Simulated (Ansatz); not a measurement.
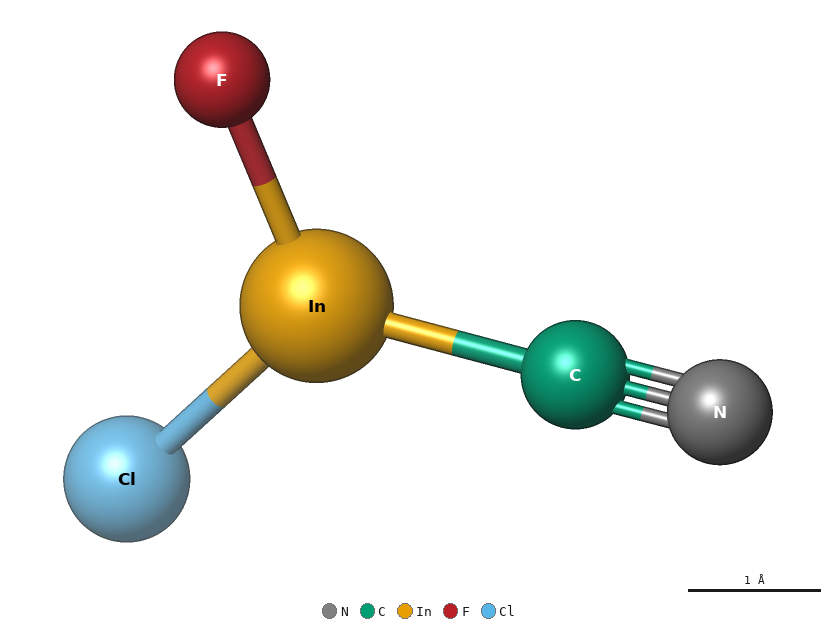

Atoms fade into the background with distance from the viewer. The geometry was computed by an optimisation with PBE-D4/def2-SVP. No frequency run is at hand to confirm it as a minimum. Masses are those of the most abundant isotopes; constants are for the rigid equilibrium geometry.

What kind of rotor is it, and what are its rotational constants in cm⁻¹?

Answer. An asymmetric top (Cs): A = 0.112, B = 0.0543, C = 0.0366 cm⁻¹. Ray's parameter κ is −0.53, nearer the prolate limit.
